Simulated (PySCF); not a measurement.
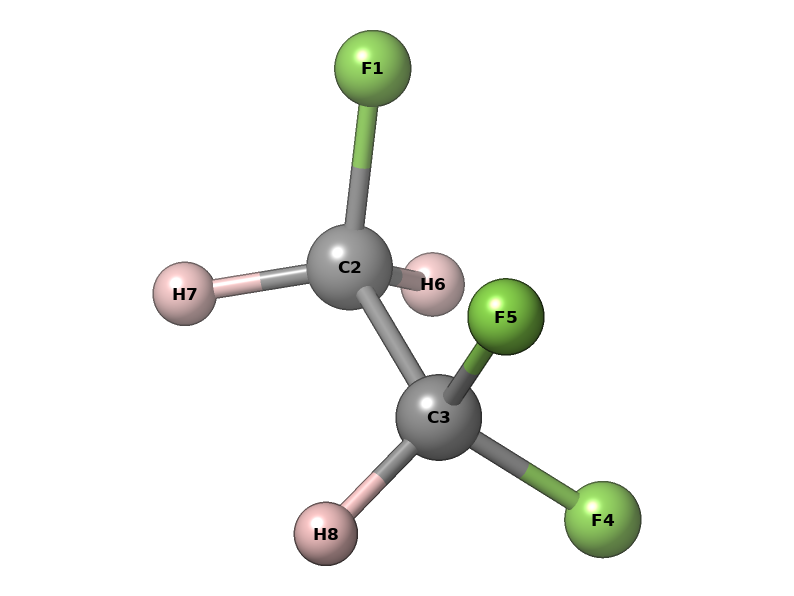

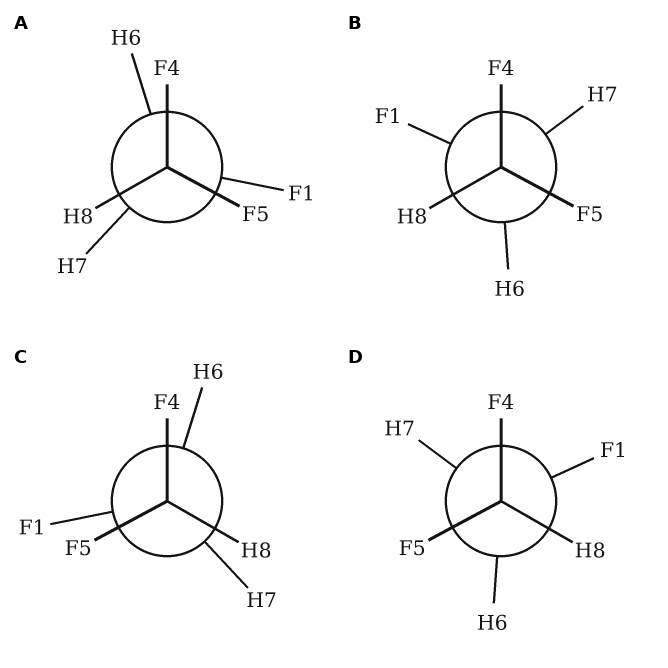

Depth is shown by fading: the farther an atom, the more it takes the colour of the background. Bonds that would overlap in a projection are set slightly apart. Geometry: an image of a reaction path computed with GFN2-xTB, not a minimum.

Which Newman projection shows the view along C3–C2, with C3 in front?

Answer. C. The torsion angle F4–C3–C2–F1 is −115°, anticlinal.
